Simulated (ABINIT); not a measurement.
## CsCaF3 (Pm-3m): a self-consistent loop beyond G0W0, cycle by cycle

Wanted: G0W0 and self-consistent gaps of CsCaF3 (Pm-3m), with the cost of the cycles.

Program: ABINIT 10.8.3. Level of theory: LDA and many-body steps on it, plane waves. Results are calculated unless marked as measured.

## (1) Starting point

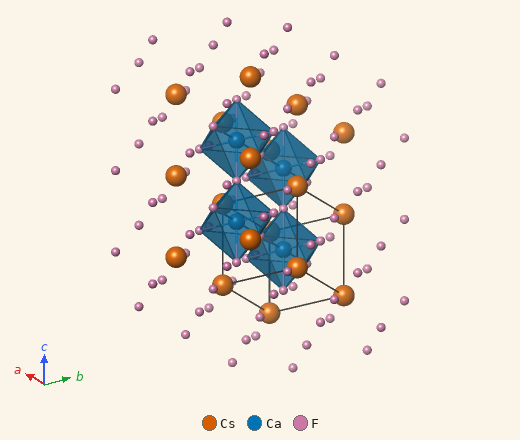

The starting structure, seen from a free direction (caesium orange, calcium blue, fluorine pink). 2×1×2 cells are drawn. Some periodic images of atoms are drawn too.

The cell and positions are those that the Materials Project relaxed with its own functionals (PBE, PBE+U or r2SCAN), kept fixed. Spin-orbit coupling is left out unless a step names it.

## (2) Empty states on the mesh, 2×2×2 mesh, 89 bands

This step: ABINIT 10.8.3; DFT, LDA, plane waves, norm-conserving pseudopotentials.

The sums over transitions need many empty states on a uniform mesh; this step solves for them.

Input file run.abi:

```
acell 3*1.0 Angstrom
rprim 
  4.520531030000 0.000000000000 0.000000000000
  0.000000000000 4.520531030000 0.000000000000
  0.000000000000 0.000000000000 4.520531030000
ntypat 3
znucl 55 20 9
natom 5
typat 1 2 3 3 3
xred 
  0.000000000000 0.000000000000 0.000000000000
  0.500000000000 0.500000000000 0.500000000000
  0.000000000000 0.500000000000 0.500000000000
  0.500000000000 0.000000000000 0.500000000000
  0.500000000000 0.500000000000 0.000000000000
pp_dirpath "pseudos"
pseudos "Cs.upf, Ca.upf, F.upf"
ecut 36
ngkpt 2 2 2
nshiftk 1
shiftk 0 0 0
kptopt 1
chksymbreak 0
iscf -2
irdden 1
istwfk *1
nband 89
nbdbuf 8
tolwfr 1e-09
nstep 60
prtvol 0
indata_prefix "in"
outdata_prefix "out"
tmpdata_prefix "tmp"
```

On the command line:

```sh
$ OMP_NUM_THREADS=1 mpirun -n 4 abinit run.abi > log
```

Numbers of over 12 decimals in the logs are rounded to 6 here.

Log:

```text
.Version 10.8.3 of ABINIT. v10.8.2 released Aug 2026.

 Symmetries : space group Pm -3 m (#221); Bravais cP (primitive cubic)
[... echo of the input left out ...]
== DATASET  1 ==================================================================
-   mpi_nproc: 4, omp_nthreads: 1 (-1 if OMP is not activated)

--- !DatasetInfo
iteration_state: {dtset: 1, }
dimensions: {natom: 5, nkpt: 4, mband: 89, nsppol: 1, nspinor: 1, nspden: 1, mpw: 6488, }
cutoff_energies: {ecut:  36.0, pawecutdg:  -1.0, }
[...]
1.27595    1.33309    1.33309    1.33309    1.43068    1.43068    1.43068    1.44212
   1.44212    1.45898    1.45898    1.45898    1.47270    1.47270    1.47270    1.48195
   1.51727
 prteigrs : prtvol=0 or 1, do not print more k-points.

== END DATASET(S) ==============================================================
================================================================================

 -outvars: echo values of variables after computation  --------
            nband          89
             nkpt           4
          spgroup         221
 [... the other variables as echoed above ...]

 Calculation completed.
```

Run time: 70 s. Hardware: 4 MPI ranks of AMD EPYC 7571, shared host; peak memory 0.37 GiB; 4.6 min of CPU time.

Numbers from this step:

| Item | Value |
| --- | --- |
| gap | 6.840 eV |
| k of the valence top | 0.5, 0.5, 0.5 |
| k of the conduction bottom | 0, 0, 0 |
| least direct gap | 6.864 eV |
| k points computed | 4 |
| lowest point of the top converged band, above the valence top | 38.95 eV |

On this mesh the gap is 6.840 eV.

The density comes from a self-consistent run that is not shown.

## (3) Screening, 2×2×2 mesh, 81 bands, screening to 106.1 eV

The RPA dielectric matrix is built and inverted for each q.

This step: RPA screening on LDA, plane waves, norm-conserving pseudopotentials.

Edit run.abi of step 2 so:

```diff
@@ -23,10 +23,11 @@
 chksymbreak 0
-iscf -2
-irdden 1
 istwfk *1
-nband 89
-nbdbuf 8
-tolwfr 1e-09
-nstep 60
-prtvol 0
+occopt 1
+irdwfk 1
+optdriver 3
+nband 81
+ecuteps 3.9
+inclvkb 2
+awtr 1
+symchi 1
 indata_prefix "in"
```

Log:

```text
.Version 10.8.3 of ABINIT. v10.8.2 released Aug 2026.

 Symmetries : space group Pm -3 m (#221); Bravais cP (primitive cubic)
[... echo of the input left out ...]
== DATASET  1 ==================================================================
-   mpi_nproc: 4, omp_nthreads: 1 (-1 if OMP is not activated)

--- !DatasetInfo
iteration_state: {dtset: 1, }
dimensions: {natom: 5, nkpt: 4, mband: 81, nsppol: 1, nspinor: 1, nspden: 1, mpw: 6488, }
cutoff_energies: {ecut:  36.0, pawecutdg:  -1.0, }
electrons: {nelect:   4.00000000E+01, charge:   0.00000000E+00, occopt:   1.00000000E+00, tsmear:   1.00000000E-02, }

 SCREENING: Calculation of the susceptibility and dielectric matrices

 Based on a program developped by R.W. Godby, V. Olevano, G. Onida, and L. Reining.
 Incorporated in ABINIT by V. Olevano, G.-M. Rignanese, and M. Torrent.
.Using double precision arithmetic ; gwpc =  8

[... cell and pseudopotentials left out ...]
--------------------------------------------------------------------------------

 ==== K-mesh for the wavefunctions ====
 Number of points in the irreducible wedge :     4
[... list of points left out ...]
 Together with 48 symmetry operations and time-reversal symmetry
 yields     8 points in the full Brillouin Zone.

 ==== Q-mesh for the screening function ====
 Number of points in the irreducible wedge :     4
[... list of points left out ...]
 Together with 48 symmetry operations and time-reversal symmetry
 yields     8 points in the full Brillouin Zone.

 setmesh: FFT mesh size selected  =    32x   32x   32
          total number of points  =        32768

 vcoul_init : cutoff-mode = AUXILIARY_FUNCTION
 q-points for optical limit:   1
     1)      0.000010    0.000020    0.000030

- screening: taking advantage of time-reversal symmetry
- Maximum band index for partially occupied states nbvw = 20
- Remaining bands to be divided among processors   nbcw = 61
- Number of bands treated by each node ~15

 Number of electrons calculated from density =   40.0000; Expected =   40.0000
 average of density, n =  0.064165
 r_s =    1.5495
 omega_plasma =   24.4345 [eV]

 calculating chi0 at frequencies [eV] :
  1    0.000000E+00    0.000000E+00
  2    0.000000E+00    2.443448E+01

--------------------------------------------------------------------------------
  q-point number  1        q = ( 0.000000, 0.000000, 0.000000) [r.l.u.]
--------------------------------------------------------------------------------
[... chi0 elements left out ...]
 For q-point:  0.000010 0.000020 0.000030
  dielectric constant =   2.3854
  dielectric constant without local fields =   2.6395

  Average fulfillment of the sum rule on Im[epsilon] for q-point    1 :     41.24  [%]
[... wings left out ...]
  q-point number  2        q = ( 0.500000, 0.000000, 0.000000) [r.l.u.]
--------------------------------------------------------------------------------
[... chi0 elements left out ...]
  Average fulfillment of the sum rule on Im[epsilon] for q-point    2 :     49.79  [%]

 [... 2 further q-points ...]
```

It took 32 s on 4 MPI ranks; peak memory 0.91 GiB; 2.1 min of CPU time.

This step gave:

| Quantity | Value |
| --- | --- |
| ε∞ with local fields, on this mesh, along the program's q direction | 2.385 |
| the same without local fields | 2.639 |
| plasma frequency | 24.43 eV |
| plane waves in the screening matrix | 251 |

Local fields lower ε∞ by 10 %. On a Γ-centred mesh this coarse the value itself is usually too large, while a short band sum pulls it down.

## (4) G0W0

The self-energy is evaluated for the states that the input lists, and the levels follow from it, in one-shot runs by the linearised quasiparticle equation.

This step: G0W0 on LDA, plane waves, norm-conserving pseudopotentials.

Edit run.abi of step 3 so:

```diff
@@ -26,8 +26,17 @@
 irdwfk 1
-optdriver 3
+optdriver 4
 nband 81
+gwcalctyp 0
+ecutsigx 36
+symsigma 1
+nkptgw 2
+kptgw 
+  0.5000000000 0.5000000000 0.5000000000
+  0.0000000000 0.0000000000 0.0000000000
+bdgw 
+  18 23
+  18 23
 ecuteps 3.9
-inclvkb 2
-awtr 1
-symchi 1
+irdscr 1
+ppmodel 1
 indata_prefix "in"
```

Log:

```text
.Version 10.8.3 of ABINIT. v10.8.2 released Aug 2026.

 Symmetries : space group Pm -3 m (#221); Bravais cP (primitive cubic)
[... echo of the input left out ...]
== DATASET  1 ==================================================================
-   mpi_nproc: 4, omp_nthreads: 1 (-1 if OMP is not activated)

--- !DatasetInfo
iteration_state: {dtset: 1, }
dimensions: {natom: 5, nkpt: 4, mband: 81, nsppol: 1, nspinor: 1, nspden: 1, mpw: 6488, }
cutoff_energies: {ecut:  36.0, pawecutdg:  -1.0, }
electrons: {nelect:   4.00000000E+01, charge:   0.00000000E+00, occopt:   1.00000000E+00, tsmear:   1.00000000E-02, }

 SIGMA: Calculation of the GW corrections

 Based on a program developped by R.W. Godby, V. Olevano, G. Onida, and L. Reining.
 Incorporated in ABINIT by V. Olevano, G.-M. Rignanese, and M. Torrent.
.Using double precision arithmetic ; gwpc =  8

[... cell and pseudopotentials left out ...]
--------------------------------------------------------------------------------

 ==== K-mesh for the wavefunctions ====
 Number of points in the irreducible wedge :     4
[... list of points left out ...]
 Together with 48 symmetry operations and time-reversal symmetry
 yields     8 points in the full Brillouin Zone.

 ==== Q-mesh for screening function ====
 Number of points in the irreducible wedge :     4
[... list of points left out ...]
 Together with 48 symmetry operations and time-reversal symmetry
 yields     8 points in the full Brillouin Zone.

 vcoul_init : cutoff-mode = AUXILIARY_FUNCTION
 q-points for optical limit:   1
     1)      0.000010    0.000020    0.000030
 setmesh: FFT mesh size selected  =    48x   48x   48
          total number of points  =       110592

 Number of electrons calculated from density =   40.0000; Expected =   40.0000
 average of density, n =  0.064165
 r_s =    1.5495
 omega_plasma =   24.4345 [eV]

 === KS Band Gaps ===
  >>>> For spin  1
   Minimum direct gap =   6.8644 [eV], located at k-point      :   0.0000  0.0000  0.0000
   Fundamental gap    =   6.8403 [eV], Top of valence bands at :   0.5000  0.5000  0.5000
                                       Bottom of conduction at :   0.0000  0.0000  0.0000
 SIGMA fundamental parameters:
 PLASMON POLE MODEL  1
 number of plane-waves for SigmaX                 6451
 number of plane-waves for SigmaC and W            251
 number of plane-waves for wavefunctions          6451
 number of bands                                    81
 number of independent spin polarizations            1
 number of spinorial components                      1
 number of k-points in IBZ                           4
 number of q-points in IBZ                           4
 number of symmetry operations                      48
 number of k-points in BZ                            8
 number of q-points in BZ                            8
 number of frequencies for dSigma/dE                 9
 frequency step for dSigma/dE [eV]                0.25
 number of omega for Sigma on real axis              0
 max omega for Sigma on real axis  [eV]           0.00
 zcut for avoiding poles [eV]                     0.10

 EPSILON^-1 parameters (SCR file):
 dimension of the eps^-1 matrix on file            251
 dimension of the eps^-1 matrix used               251
 number of plane-waves for wavefunctions          6451
 number of bands                                    81
 number of q-points in IBZ                           4
 number of frequencies                               2
 number of real frequencies                          1
 number of imag frequencies                          1

 matrix elements of self-energy operator (all in [eV])

 Perturbative Calculation

--- !SelfEnergy_ee
iteration_state: {dtset: 1, }
kpoint     : [   0.500,    0.500,    0.500, ]
spin       : 1
KS_gap     :    8.824
QP_gap     :   12.475
Delta_QP_KS:    3.651
data: !SigmaeeData |
     Band     E0 <VxcDFT>   SigX SigC(E0)      Z dSigC/dE  Sig(E)    E-E0       E
       18   0.152 -21.956 -29.477   5.424   0.794  -0.259 -23.621  -1.665  -1.513
       19   0.152 -21.956 -29.477   5.424   0.794  -0.259 -23.621  -1.665  -1.513
       20   0.152 -21.956 -29.477   5.424   0.794  -0.259 -23.621  -1.665  -1.513
       21   8.976  -9.539  -4.486  -2.796   0.879  -0.137  -7.553   1.986  10.962
       22   8.976  -9.539  -4.486  -2.796   0.879  -0.137  -7.553   1.986  10.962
       23   8.976  -9.539  -4.486  -2.796   0.879  -0.137  -7.553   1.986  10.962

--- !SelfEnergy_ee
iteration_state: {dtset: 1, }
kpoint     : [   0.000,    0.000,    0.000, ]
spin       : 1
KS_gap     :    6.864
QP_gap     :   10.389
Delta_QP_KS:    3.524
data: !SigmaeeData |
     Band     E0 <VxcDFT>   SigX SigC(E0)      Z dSigC/dE  Sig(E)    E-E0       E
[...]
21   6.993  -9.484  -4.516  -2.852   0.883  -0.132  -7.615   1.870   8.862
       22   8.181  -8.906  -3.995  -2.751   0.883  -0.133  -6.999   1.907  10.088
       23   8.181  -8.906  -3.995  -2.751   0.883  -0.133  -6.999   1.907  10.088

== END DATASET(S) ==============================================================
================================================================================

 -outvars: echo values of variables after computation  --------
           etotal      0.0000000000E+00
            nband          81
             nkpt           4
          spgroup         221
 [... the other variables as echoed above ...]

 Calculation completed.
```

Run time: 24 s. Hardware: 4 MPI ranks; peak memory 0.88 GiB.

This step gave:

* G0W0 gap on the points computed: 10.38 eV
* starting gap on the mesh: 6.840 eV
* k of the valence top: 0.5, 0.5, 0.5
* k of the conduction bottom: 0, 0, 0
* Z at the valence top: 0.794
* Z at the conduction bottom: 0.883
* least direct G0W0 gap on the computed points: 10.39 eV

The gap on the mesh goes from 6.84 eV to 10.38 eV, a correction of +3.53 eV.

## (5) evGW0, cycle 1

This step: evGW0 on LDA, plane waves, norm-conserving pseudopotentials.

Edit run.abi of step 4 so:

```diff
@@ -28,12 +28,16 @@
 nband 81
-gwcalctyp 0
+gwcalctyp 10
 ecutsigx 36
 symsigma 1
-nkptgw 2
+nkptgw 4
 kptgw 
+  0.0000000000 0.0000000000 0.0000000000
+  0.5000000000 0.0000000000 0.0000000000
+  0.5000000000 0.5000000000 0.0000000000
   0.5000000000 0.5000000000 0.5000000000
-  0.0000000000 0.0000000000 0.0000000000
 bdgw 
-  18 23
-  18 23
+  9 26
+  9 26
+  9 26
+  9 26
 ecuteps 3.9
```

Log:

```text
.Version 10.8.3 of ABINIT. v10.8.2 released Aug 2026.

 Symmetries : space group Pm -3 m (#221); Bravais cP (primitive cubic)
[... echo of the input left out ...]
== DATASET  1 ==================================================================
-   mpi_nproc: 4, omp_nthreads: 1 (-1 if OMP is not activated)

--- !DatasetInfo
iteration_state: {dtset: 1, }
dimensions: {natom: 5, nkpt: 4, mband: 81, nsppol: 1, nspinor: 1, nspden: 1, mpw: 6488, }
cutoff_energies: {ecut:  36.0, pawecutdg:  -1.0, }
electrons: {nelect:   4.00000000E+01, charge:   0.00000000E+00, occopt:   1.00000000E+00, tsmear:   1.00000000E-02, }

 SIGMA: Calculation of the GW corrections

 Based on a program developped by R.W. Godby, V. Olevano, G. Onida, and L. Reining.
 Incorporated in ABINIT by V. Olevano, G.-M. Rignanese, and M. Torrent.
.Using double precision arithmetic ; gwpc =  8

[... cell and pseudopotentials left out ...]
--------------------------------------------------------------------------------

 ==== K-mesh for the wavefunctions ====
 Number of points in the irreducible wedge :     4
[... list of points left out ...]
 Together with 48 symmetry operations and time-reversal symmetry
 yields     8 points in the full Brillouin Zone.

 ==== Q-mesh for screening function ====
 Number of points in the irreducible wedge :     4
[... list of points left out ...]
 Together with 48 symmetry operations and time-reversal symmetry
 yields     8 points in the full Brillouin Zone.

 vcoul_init : cutoff-mode = AUXILIARY_FUNCTION
 q-points for optical limit:   1
     1)      0.000010    0.000020    0.000030
 setmesh: FFT mesh size selected  =    48x   48x   48
          total number of points  =       110592

 Number of electrons calculated from density =   40.0000; Expected =   40.0000
[...]
--- !SelfEnergy_ee
iteration_state: {dtset: 1, }
kpoint     : [   0.500,    0.500,    0.000, ]
spin       : 1
KS_gap     :    8.659
QP_gap     :   12.559
Delta_QP_KS:    3.900
data: !SigmaeeData |
     Band     E_DFT   <VxcDFT>   E(N-1)  <Hhartree>   SigX  SigC[E(N-1)]    Z     dSigC/dE  Sig[E(N)]  DeltaE  E(N)_pert E(N)_diago
[...]
--- !SelfEnergy_ee
iteration_state: {dtset: 1, }
kpoint     : [   0.500,    0.500,    0.500, ]
spin       : 1
KS_gap     :    8.824
QP_gap     :   12.475
Delta_QP_KS:    3.651
data: !SigmaeeData |
     Band     E_DFT   <VxcDFT>   E(N-1)  <Hhartree>   SigX  SigC[E(N-1)]    Z     dSigC/dE  Sig[E(N)]  DeltaE  E(N)_pert E(N)_diago
[...]
25    10.175   -16.415    10.175    26.590    -8.837    -3.042     0.855    -0.170   -12.538     3.877    14.052    14.711
       26    10.175   -16.415    10.175    26.590    -8.837    -3.042     0.855    -0.170   -12.538     3.877    14.052    14.711

 New Fermi energy :        1.316481E-01 Ha ,    3.582326E+00 eV

 === QP Band Gaps ===
  >>>> For spin  1
   Minimum direct gap =  11.0531 [eV], located at k-point      :   0.0000  0.0000  0.0000
   Fundamental gap    =  11.0531 [eV], Top of valence bands at :   0.0000  0.0000  0.0000
                                       Bottom of conduction at :   0.0000  0.0000  0.0000

 writing QP data on file : out_QPS

 Convergence of QP corrections
 >>>>> For spin  1 <<<<<
.  kptgw no:  1; Maximum DeltaE = (  -1.730  -0.000) for band index: 17
.  kptgw no:  2; Maximum DeltaE = (  -1.739  -0.000) for band index: 16
.  kptgw no:  3; Maximum DeltaE = (  -1.678  -0.000) for band index: 18
.  kptgw no:  4; Maximum DeltaE = (  -1.665  -0.000) for band index: 18

== END DATASET(S) ==============================================================
================================================================================

 -outvars: echo values of variables after computation  --------
           etotal      0.0000000000E+00
            nband          81
             nkpt           4
          spgroup         221
 [... the other variables as echoed above ...]

 Calculation completed.
```

Wall time 79 s (4 MPI ranks); peak memory 1.3 GiB; 5.2 min of CPU time.

This step gave:

| Quantity | Value |
| --- | --- |
| quasiparticle gap on the mesh | 11.05 eV |
| gap of the density functional on the mesh | 6.840 eV |
| k of the valence top | 0, 0, 0 |
| k of the conduction bottom | 0, 0, 0 |
| Z at the valence top | 0.798 |
| Z at the conduction bottom | 0.883 |
| least direct quasiparticle gap on the computed points | 11.05 eV |

Against G0W0 in ABINIT (2×2×2 mesh, 81 bands, screening to 106.1 eV, Godby-Needs plasmon pole), the gap moves by +0.678 eV. This first cycle still uses the starting levels; it takes the full correction, at all points of the mesh, and its linearised value is 10.375 eV.

## (6) evGW0, cycle 2

The corrected levels of the last cycle go back in.

Edit run.abi of step 5 so:

```diff
@@ -45,2 +45,3 @@
 ppmodel 1
+irdqps 1
 indata_prefix "in"
```

Log:

```text
.Version 10.8.3 of ABINIT. v10.8.2 released Aug 2026.

 Symmetries : space group Pm -3 m (#221); Bravais cP (primitive cubic)
[... echo of the input left out ...]
== DATASET  1 ==================================================================
-   mpi_nproc: 4, omp_nthreads: 1 (-1 if OMP is not activated)

--- !DatasetInfo
iteration_state: {dtset: 1, }
dimensions: {natom: 5, nkpt: 4, mband: 81, nsppol: 1, nspinor: 1, nspden: 1, mpw: 6488, }
cutoff_energies: {ecut:  36.0, pawecutdg:  -1.0, }
[...]
.  kptgw no:  2; Maximum DeltaE = (   0.047   0.000) for band index: 18
.  kptgw no:  3; Maximum DeltaE = (   0.046  -0.000) for band index: 18
.  kptgw no:  4; Maximum DeltaE = (   0.043   0.000) for band index: 18

== END DATASET(S) ==============================================================
================================================================================

 -outvars: echo values of variables after computation  --------
           etotal      0.0000000000E+00
            nband          81
             nkpt           4
          spgroup         221
 [... the other variables as echoed above ...]

 Calculation completed.
```

Run time: 81 s. Hardware: 4 MPI ranks; peak memory 1.3 GiB; 5.3 min of CPU time.

This step gave:

```yaml
quasiparticle_gap_on_the_mesh: 10.90 eV
gap_of_the_density_functional_on_the_mesh: 6.840 eV
k_of_the_valence_top: 0.5, 0.5, 0.5
k_of_the_conduction_bottom: 0, 0, 0
least_direct_quasiparticle_gap_on_the_computed_points: 10.91 eV
```

Against the cycle before, the gap moves by −0.154 eV.

(Continued in part 2 of 3.)

[Paths, hosts, dates, memory and timing lines, banners, echoed tables and standing remarks are left out of the program output.]

[Logs are printed without paths, hosts, clocks, repeated set-up lines and the standing remarks that a program may print on its own settings, such as how far it seeks lower states.]

[Runs of the session that timed out or met a known fault of the program may be left out.]

[Hosts, paths, dates, database ids (printed as entryN), source tags and the programs' standing remarks are cut or masked in the printed files.]

[G0W0 gaps are taken among the corrected bands and points alone; a level outside them can change the order at an edge.]

[Where Ansatz stands beside ABINIT at settings called matched, ABINIT's density can come from a denser mesh and the files from another edition; pairs whose starting gaps differed by over 0.03 eV were left out, so agreement reads better than it is.]
